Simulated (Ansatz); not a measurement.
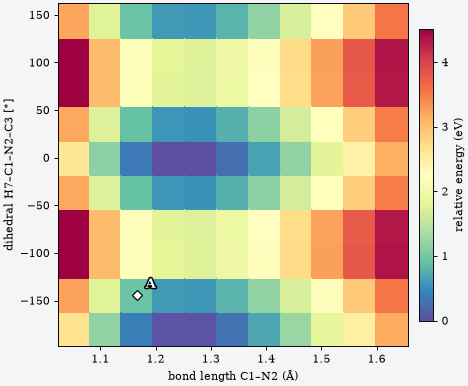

C₃H₆N₂O, SMILES C=NC(=N)OC. First axis: bond length C1–N2. Second axis: dihedral H7–C1–N2–C3. Nothing is relaxed (all other coordinates rigid). The grid has 11 × 10 points. Points are written as (first, second). Energies are in eV, from the lowest grid point. Energies and slopes of some neighbouring points disagree (a jump in structure or state, or too coarse a mesh). The dihedral twists a double bond; near 90° a spin-restricted reference is unreliable. Computed with Ansatz, RHF/def2-SVP.

The picture shows one coloured cell a grid point, the point A.

Question: Which way does the force act at A, and how strong is it?

Answer: A, at (1.167 Å, −144°), is not a stationary point. The computed force is 9.8 eV for each Å towards larger values of bond length C1–N2 and 0.03 eV for each degree towards smaller values of dihedral H7–C1–N2–C3.
